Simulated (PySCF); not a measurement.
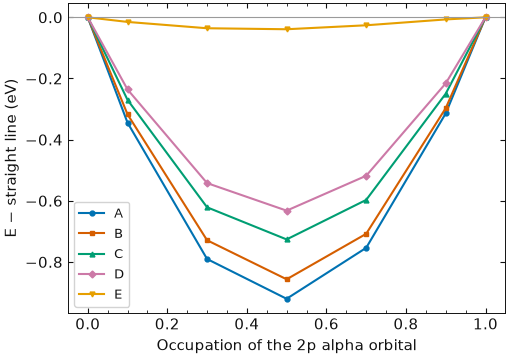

One 2p alpha orbital of C⁻ ([He] 2s² 2p³) is emptied in steps. The plot gives the energy less the straight line between the integer ends. PySCF, aug-cc-pVDZ, non-relativistic, unrestricted single determinants, no spin-orbit coupling. The curves are HSE06, PBE0, TPSS, r2SCAN and wB97X in some order.

**Which curve is which method, and what does its shape mean?**

A is TPSS: convex (delocalisation error), largest departure −0.92 eV, removal energy 1.436 eV; B is r2SCAN: convex (delocalisation error), largest departure −0.86 eV, removal energy 1.496 eV; C is HSE06: convex (delocalisation error), largest departure −0.73 eV, removal energy 1.414 eV; D is PBE0: convex (delocalisation error), largest departure −0.63 eV, removal energy 1.414 eV; E is wB97X: convex (delocalisation error), largest departure −0.039 eV, removal energy 1.236 eV. The measured removal energy is 1.262 eV. The exact energy is a straight line between whole electron numbers.
